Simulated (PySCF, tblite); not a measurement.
# C₇H₆NS radical: geometry, infrared bands and EPR parameters

Aim: predict the infrared bands and EPR parameters of C₇H₆NS radical (`S=CCc1c[c]ncc1`).

Computed with tblite 0.8.0 and PySCF 2.14.0, with density-fitted response routines of our own, on a single molecule in the gas phase. Atoms count from 0, in the outputs and in this text.

## (1) The starting structure

15 atoms, charge 0, multiplicity 2; geometry from: force field or distance geometry start.

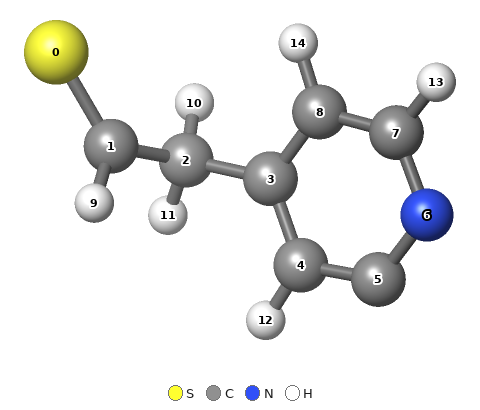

As it starts; sulfur yellow, carbon grey, nitrogen blue, hydrogen white, atoms numbered.

## (2) Geometry optimisation with GFN2-xTB

What the job is given:

```
{"job": {"kind": "relax", "xc": "GFN2-xTB", "basis": "xTB"}, "charge": 0, "multiplicity": 2}
S     -3.300900     1.102200     0.810300
C     -2.235800    -0.139100     0.514500
C     -1.327500    -0.172800    -0.688700
C      0.118800    -0.155900    -0.312200
C      0.864500    -1.346100    -0.276200
C      2.192100    -1.286300     0.095100
N      2.825100    -0.145600     0.456900
C      2.094200     0.986300     0.443000
C      0.756600     1.022500     0.072000
H     -2.145500    -1.003500     1.216400
H     -1.543200     0.669200    -1.368100
H     -1.571800    -1.087700    -1.248800
H      0.431600    -2.299600    -0.549800
H      2.620100     1.882900     0.732900
H      0.217200     1.981600     0.080900
```

Run with:

```bash
> OMP_NUM_THREADS=1 python probes_run.py task.json out
```

This one command runs all jobs of the session in turn.

**Question.** This job is followed by: GFN2-xTB harmonic vibrations, gas phase; UKS B3LYP, pcH-1 on C H N S, non-relativistic, mean-field spin-orbit, GIAO. What will the session give for the following? strongest single infrared mode (GFN2-xTB); zero-point energy (GFN2-xTB); g(iso) (B3LYP); ⟨S²⟩; largest a(iso) (averaged by class); surface potential, least and greatest.

The runs gave:

```
                                 quantity                  value
strongest single infrared mode (GFN2-xTB)  1634 cm⁻¹, 290 km/mol
             zero-point energy (GFN2-xTB)          67.1 kcal/mol
                           g(iso) (B3LYP)                2.00222
                                     ⟨S²⟩     0.755 (exact 0.75)
       largest a(iso) (averaged by class)   13C on C5, 517.0 MHz
    surface potential, least and greatest     -1.38 V and 1.38 V
```

What this shows: Relaxing lowered the energy by 0.313 eV in 72 steps; the close pair that moved most is C5–N6, from 1.354 to 1.274 Å. All 39 modes are real, so the xTB geometry is a minimum. The strongest single mode, at 1634 cm⁻¹, moves mainly C5 and N6. Unscaled tight-binding wavenumbers are off by several per cent, some by more. Its intensities can rank the bands wrongly. C5 carries the largest spin population, 0.83 e. The isotropic g lies 0.1 ppt below the free-electron value.
